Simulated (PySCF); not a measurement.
```yaml
atoms:
  - { symbol: K, position_ang: [-0.0529, -0.0989, 0.5393] }
  - { symbol: C, position_ang: [4.9122, -0.8896, -0.9795] }
  - { symbol: C, position_ang: [3.5490, -0.6663, -0.5601] }
  - { symbol: N, position_ang: [2.4647, -0.4878, -0.2262] }
  - { symbol: H, position_ang: [5.5946, -0.3610, -0.3118] }
  - { symbol: H, position_ang: [5.1370, -1.9571, -0.9504] }
  - { symbol: H, position_ang: [5.0498, -0.5217, -1.9976] }
```

Geometry: PBE0-D3(BJ)/def2-TZVPD.

Level of theory: wB97M-D3(BJ)/def2-TZVPD, SCF density, gas phase in PySCF.

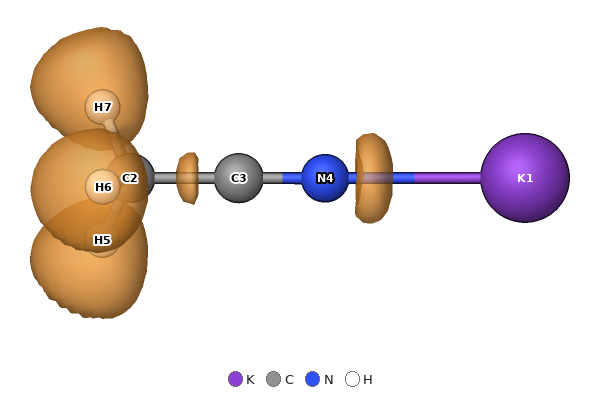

C₂H₃KN (charge +1). Isosurface of the electron localisation function at 0.9 (orange), seen from one side. Only the valence region is drawn (cores and ρ < 0.01 e/Å³ removed).

Identify the bonds, lone pairs and shells in this picture.

The ELF exceeds this value in one region between bonded C–C atoms (shared pairs), three regions around hydrogen nuclei and one lobe of the valence shell of N pointing towards K. Profiles from the grid: C–N (1.15 Å): the ELF peaks at about 0.90 between the atoms: a short, multiple covalent bond. C–C (1.44 Å): the ELF peaks at about 0.95 between the atoms: a covalent bond.
